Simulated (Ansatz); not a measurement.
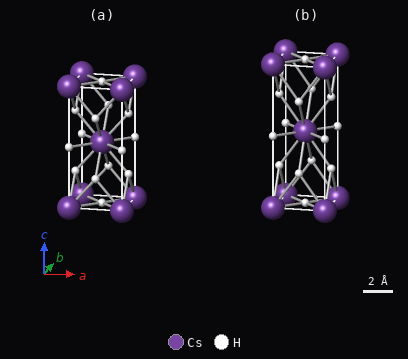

The structure of crystalline CsH$_{3}$ (a generated structure, set up in I4/mmm) before (left) and after (right) a relaxation, at one scale.

The picture is a ball-and-stick view of the conventional cell (2 times the calculation's cell), seen slightly off an axis. Lengths and directions refer to the drawn axes.

The calculation used DFT PBE, scalar-relativistic, plane waves, PAW in Ansatz 0.2.0.

Input file:
```yaml
crystal:
  lattice:
    - [-1.92847679, 1.92847679, 4.42583636]
    - [1.92847679, -1.92847679, 4.42583636]
    - [1.92847679, 1.92847679, -4.42583636]
  atoms:
    - { symbol: Cs, position: [0.0, 0.0, 0.0] }
    - { symbol: H, position: [0.5, 0.5, 0.0] }
    - { symbol: H, position: [0.75, 0.25, 0.5] }
    - { symbol: H, position: [0.25, 0.75, 0.5] }
basis:
  ecutwfc: 420
kpoints:
  mp_grid: { grid: [16, 16, 16] }
hamiltonian:
  xc: pbe
scf:
  occupations: { method: gaussian, width: 0.1 }
output:
  forces: true
  stress: true
  eigenvalues: true
  write_density: true
  write_potential: true
  elf: true
  volumetric_format: npy
relax:
  adjacent_minimum: "off"
  f_tol: 0.01
  max_steps: 80
  cell: { stress_tol: 0.05 }
```

Launched with:
```bash
ansatz run input.yaml --threads 1 --pin off --max-ram 2048MiB --backend cpu --events-out ev --progress --plain --runs-dir out
```

> Summarise the run.

No atom moves by more than 0.005 Å relative to the cell. The volume changes by +13.4 %, with a = b 3.857 → 3.776 Å (−2.1 %), c 8.852 → 10.472 Å (+18.3 %). Some distances before and after: Cs1–H3 2.935 → 3.228 Å, Cs1–H2 2.727 → 2.670 Å. Bond angles that change, for instance: Cs1–H3–Cs1 82.1° → 71.6°, Cs1–H3–Cs1 124.6° → 131.1°. The space group stays I4/mmm (No. 139). The energy falls by 0.101 eV per cell of the calculation in 7 accepted moves (10 points after the start). All forces vanish by symmetry, so only the cell relaxes. Pressure: 1.75 GPa at the start and 0.00 GPa at the end. The line search rejected the trial step at point 4 of the run. The SCF was repeated twice at an unchanged geometry on a basis and grid sized afresh for the cell, which shifted the energy by 9.3 meV per cell of the calculation at most. The run took 3.5 min on 1 thread of Arm Neoverse V1, on a shared host, peak memory 0.6 GiB.
